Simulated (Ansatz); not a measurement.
**C2H5AlBNO: a ladder of functionals and wavefunction methods**

Aim: compute C2H5AlBNO with functionals from several rungs and with coupled cluster. The yardstick is the atomisation energy at the CCSD(T) limit.

Method: functionals in def2-TZVPP, the program's frozen cores in correlated methods; program: Ansatz 0.2.0, Gaussian basis.

Levels to be run: LDA (SPW92), PBE-D4, revPBE-D4, BLYP-D4, r2SCAN-D4, B97M-V, PBE0-D4, B3LYP-D4, r2SCANh-D4, r2SCAN0-D4, HSE06-D4, BHLYP-D4, CAM-B3LYP-D4, LC-ωPBE, ωB97X-V, ωB97M-V, B2PLYP, PBE-QIDH; CCSD(T)/def2-SVP; CCSD(T)/def2-TZVPP; MP2/def2-QZVPP; extrapolation to the limit; RPA on PBE.

## 1. The geometry

All runs share one geometry, relaxed beforehand with PBE0-D4 in a triple-zeta def2 set.

SMILES `C=[N][Al]1[O][B]1C`, 11 atoms, charge 0, spin multiplicity 1.

Atoms are counted from 1 here; the program's logs count them from 0.

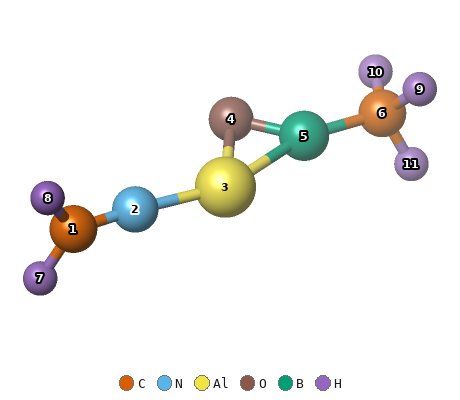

The geometry (carbon orange, nitrogen blue, aluminium yellow, oxygen brown, boron teal, hydrogen purple); atoms are numbered from 1 in the order of the file.

## 2. LDA

This LDA is Slater exchange with PW92 correlation.

File in.yaml:

```yaml
crystal:
  periodic: [false, false, false]
  atoms:
    - {symbol: C, position_ang: [-2.963883, 0.205312, 1.931107]}
    - {symbol: N, position_ang: [-1.936088, 0.025307, 1.253628]}
    - {symbol: Al, position_ang: [-0.531694, -0.364425, 0.304211]}
    - {symbol: O, position_ang: [0.553495, 1.008051, -0.222896]}
    - {symbol: B, position_ang: [1.169356, -0.036938, -0.745606]}
    - {symbol: C, position_ang: [2.435550, -0.309208, -1.592536]}
    - {symbol: H, position_ang: [-3.949004, 0.388176, 1.474490]}
    - {symbol: H, position_ang: [-2.954872, 0.200115, 3.032163]}
    - {symbol: H, position_ang: [3.101893, -1.001267, -1.070690]}
    - {symbol: H, position_ang: [2.977653, 0.616807, -1.806544]}
    - {symbol: H, position_ang: [2.162994, -0.788829, -2.536729]}
basis:
  gaussian: {orbitals: def2-TZVPP}
hamiltonian: {xc: lda}
output: {orbitals: {seedname: orbitals}}
```

Command:

```sh
$ ansatz run in.yaml --threads 4 --pin off --events-out ev --progress --plain --max-ram 10444MiB
```

The runs that follow: PBE-D4 (GGA); revPBE-D4 (GGA); BLYP-D4 (GGA); r2SCAN-D4 (meta-GGA); B97M-V (meta-GGA); PBE0-D4 (hybrid); B3LYP-D4 (hybrid); r2SCANh-D4 (hybrid); r2SCAN0-D4 (hybrid); HSE06-D4 (hybrid); BHLYP-D4 (hybrid); CAM-B3LYP-D4 (range-separated); LC-ωPBE (range-separated); ωB97X-V (range-separated); ωB97M-V (range-separated); B2PLYP (double hybrid); PBE-QIDH (double hybrid); CCSD(T) in def2-SVP; CCSD(T) in def2-TZVPP; MP2 in def2-QZVPP; RPA on PBE orbitals.

Q: Predict the results of all the runs planned. Wanted: atomisation energy, CCSD(T)/CBS; farthest beyond LDA; mean size of error, GGA; mean size of error, meta-GGA; mean size of error, hybrid; mean size of error, range-separated; mean size of error, double hybrid; gap, smallest and largest; T1 diagnostic.

As calculated:

| quantity | value |
| --- | --- |
| atomisation energy, CCSD(T)/CBS | 45.589 eV |
| functionals within 0.228 eV (0.5 %) | r2SCANh-D4, LC-ωPBE, ωB97X-V, B2PLYP, PBE-QIDH |
| farthest beyond LDA | PBE-D4 (+1.609 eV) |
| mean size of error, GGA | 0.796 eV |
| mean size of error, meta-GGA | 0.496 eV |
| mean size of error, hybrid | 0.523 eV |
| mean size of error, range-separated | 0.266 eV |
| mean size of error, double hybrid | 0.168 eV |
| gap, smallest and largest | 2.39 eV (LDA (SPW92)), 8.98 eV (LC-ωPBE) |
| T1 diagnostic | 0.0160 |
| triples share of the correlation energy | 4.4 % |

What this shows: The LDA atomisation energy is off by 7.241 eV (16 %): it overbinds. PBE-D4 misses by +1.609 eV. Double hybrids carry the basis error of their MP2 part in triple zeta, and no dispersion term here, so their miss is partly the set-up's. By mean error the best rung here is double hybrid (0.168 eV) and the worst beyond LDA is GGA (0.796 eV). The gap between the best rungs is small, so their order is not settled. The reference freezes the cores and leaves out relativity and excitations past (T), so misses under about 0.228 eV can't be ranked. Hartree-Fock recovers 71 % of the binding; the rest is correlation. CCSD(T) in def2-SVP is off by -2.231 eV, which most functionals beat. The gap grows from 2.4 to 9.0 eV across the functionals, mostly with the share of exact exchange. The restricted reference is unstable towards a spin-broken one.
